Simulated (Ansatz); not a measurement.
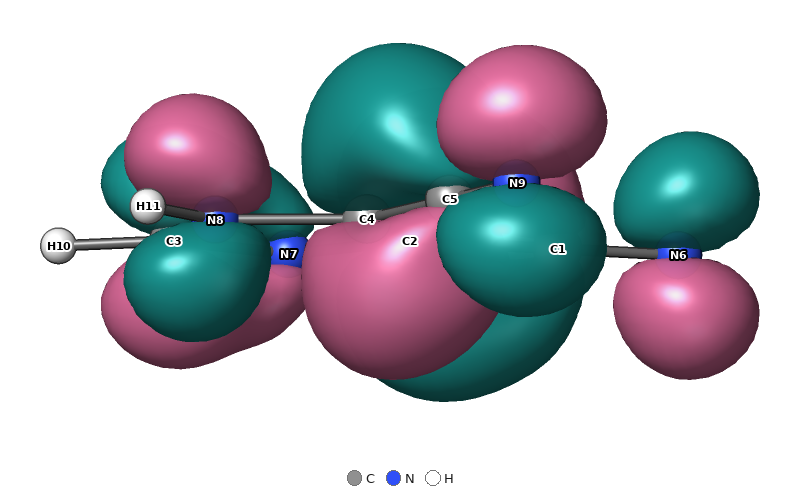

Figure. C5H2N4. The LUMO at ±0.1 Å⁻³ᐟ² (teal and pink are the two phases), seen from one side.

Geometry: B3LYP-D3(BJ)/def2-SVP.

Method: Ansatz 0.2.0, isolated molecule in a Gaussian basis; Kohn-Sham density functional theory, functional PBE0.

```yaml
atoms:
  - { symbol: C, position_ang: [-1.3559, -0.0574, -1.1222] }
  - { symbol: C, position_ang: [-0.9700, 0.9461, -0.1846] }
  - { symbol: C, position_ang: [-0.3954, 1.8364, 1.6752] }
  - { symbol: C, position_ang: [-0.7937, 2.3082, -0.4473] }
  - { symbol: C, position_ang: [-0.9309, 3.0672, -1.6342] }
  - { symbol: N, position_ang: [-1.6704, -0.8623, -1.8958] }
  - { symbol: N, position_ang: [-0.7171, 0.6834, 1.1349] }
  - { symbol: N, position_ang: [-0.4256, 2.8512, 0.7651] }
  - { symbol: N, position_ang: [-1.0406, 3.6996, -2.6023] }
  - { symbol: H, position_ang: [-0.1312, 1.9985, 2.7199] }
  - { symbol: H, position_ang: [-0.2187, 3.8302, 0.9310] }
```

Question: What is the character of this orbital?

Answer: It lies mainly on C4 (about 20 %), C2 (about 15 %), N9 (about 15 %), C5 (about 10 %), N8 (about 10 %) and N6 (about 10 %); it changes sign across the molecular plane (π type); π-bonding across C1–C2 and C4–C5; π-antibonding (a node) across C1–N6, C2–C4, C4–N8 and C5–N9. Its energy is −2.38 eV.
